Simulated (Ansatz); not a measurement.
# F3H3InP: what the fields show

Input

```
crystal:
  periodic: [false, false, false]
  atoms:
    - symbol: F
      position_ang: [1.489510, -1.452285, -1.274981]
    - symbol: F
      position_ang: [0.679106, -0.908183, 1.931822]
    - symbol: F
      position_ang: [1.432867, 1.674306, -0.066320]
    - symbol: In
      position_ang: [0.933167, -0.206104, 0.124902]
    - symbol: P
      position_ang: [-1.689710, 0.017460, -0.574842]
    - symbol: H
      position_ang: [-2.508070, 0.864766, 0.209301]
    - symbol: H
      position_ang: [-2.472255, -1.161613, -0.570883]
    - symbol: H
      position_ang: [-1.984402, 0.510230, -1.868248]
basis:
  gaussian:
    orbitals: def2-TZVPD
hamiltonian:
  xc: {name: PBE0}
output: {forces: true, orbitals: {seedname: orbitals}}
```

Command:

```sh
ansatz run input.yaml --threads 2 --pin off --max-ram 5220MiB --events-out events.jsonl --progress --plain --runs-dir runs
```

Geometry: PBE0-D4/def2-SVP; core potentials replace the inner electrons of In.

Theory: Ansatz 0.2.0, isolated molecule in a Gaussian basis; Kohn-Sham density functional theory, functional PBE0.

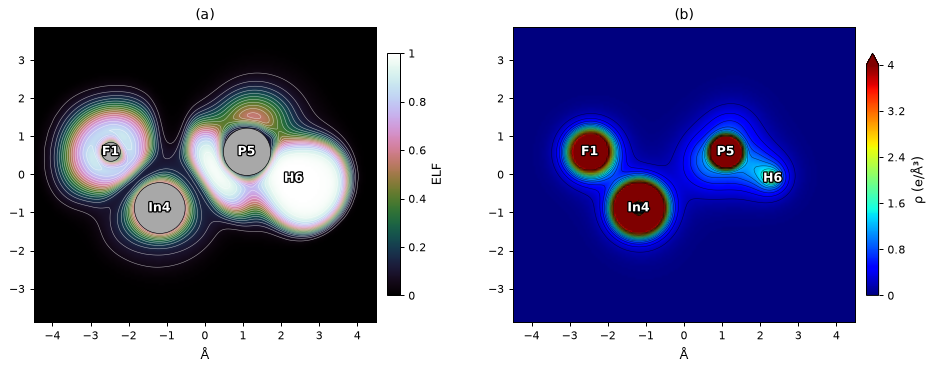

Figure 1. (a) electron localisation function; (b) electron density on the plane of atoms In4, P5 and H6. Grey discs cover the atomic cores in the ELF map.

Question: What do the fields say about this system?

Answer:
- The section cuts through F, In, P and H sites.
- In–F (1.96 Å): ρ at the midpoint is about 0.78 e/Å³; the ELF peaks at about 0.80 in the valence shell of F, 0.5 Å from its nucleus, and drops to about 0.15 between the two atoms.
- In–P (2.72 Å): ρ is about 0.34 e/Å³ halfway; the ELF peaks at about 1 in the valence shell of P, 1.0 Å from its nucleus, and drops to about 0.15 between the two atoms.
- P–H (1.42 Å): ρ at the midpoint is about 1.1 e/Å³; the ELF climbs to about 1 towards the hydrogen, as it does in any bond to H.
- The ELF also peaks beside F1, away from the bonds: lone-pair regions.

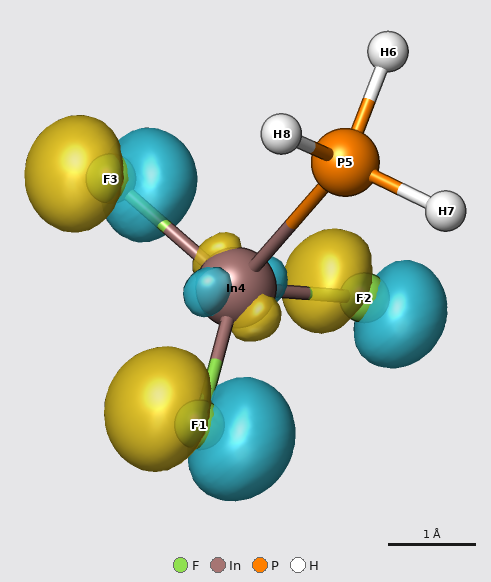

Figure 2. The HOMO−1 at ±0.15 Å⁻³ᐟ² (yellow and cyan are the two phases), seen at an oblique angle.

Question: Describe this orbital and give its energy.

Answer: It lies mainly on F1 (about 40 %), F2 (about 25 %), F3 (about 25 %) and In4 (about 10 %); largely a combination of lone pairs on F1, F2 and F3. It is one of a degenerate set, so its orientation is arbitrary. Its energy is −10.17 eV.
